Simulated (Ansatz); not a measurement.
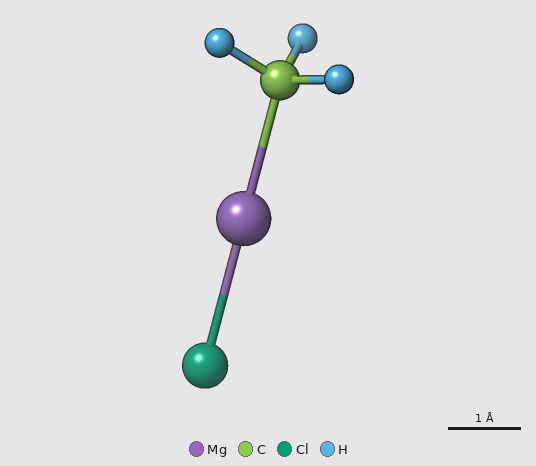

The picture shows a molecular structure as a ball-and-stick model. Every bond is drawn as one stick, whatever its order.

Identify the structure.

It has 6 atoms: 1 carbon, 3 hydrogen, 1 chlorine and 1 magnesium (CH3ClMg). Coordination: 1 Mg linear; 1 C tetrahedral.

More results for the same structure follow; atom numbers are the same in all pictures, views and colours differ. The computed structure is the end point of a PBE0-D4/def2-TZVP optimisation.

Vibrations

Harmonic vibrations computed with RKS PBE0-D4/def2-TZVP (Ansatz 0.2.0) at a stationary point of the same level.

> How many vibrational modes are there, and where do they lie?

12 modes: 107, 107, 374, 582, 582, 631, 1150, 1441, 1441, 3037, 3122, 3122 cm⁻¹.

Dipole moment

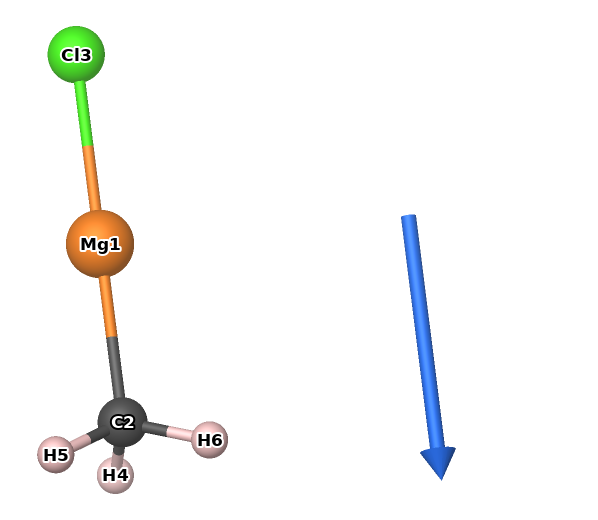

The arrow beside the molecule shows the direction of the dipole moment, from the negative to the positive end (its length means nothing). Properties computed with RKS PBE0-D4/def2-TZVP (Ansatz 0.2.0).

> How large is the dipole moment?

2.17 D; it points from the side of Cl3 to the side of H4, H5, H6 (the outermost atoms at the two ends).

Thermal motion

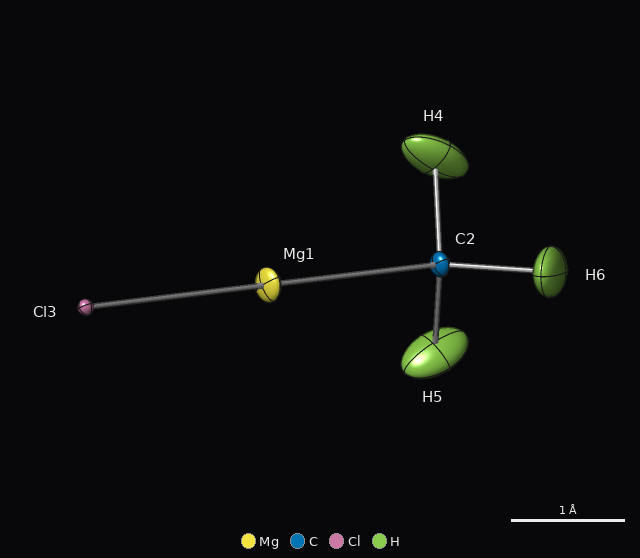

Displacement ellipsoids at the 50 % level, from the internal vibrations of the free molecule (harmonic, no overall translation or rotation; no half-axis is drawn under 0.075 Å). Vibrations computed with RKS PBE0-D4/def2-TZVP (Ansatz 0.2.0). Temperature: 200 K.

> Which atom moves most?

H4, H5, H6, with U_eq = 0.0258 Å².

> Does H5 move more along its bond or across it?

Across it: the root-mean-square amplitude is 0.100 Å along the bond and up to 0.217 Å across, since bending and torsion are softer than stretching.

Give the displacement parameters, one line for each set of equivalent atoms.

| atom | U_eq (Å²) | rms amplitudes (Å) |
| --- | --- | --- |
| Mg1 | 0.0074 | 0.029, 0.103, 0.103 |
| C2 | 0.0045 | 0.049, 0.074, 0.074 |
| Cl3 | 0.0011 | 0.027, 0.036, 0.036 |
| H4, H5, H6 | 0.0258 | 0.091, 0.148, 0.217 |
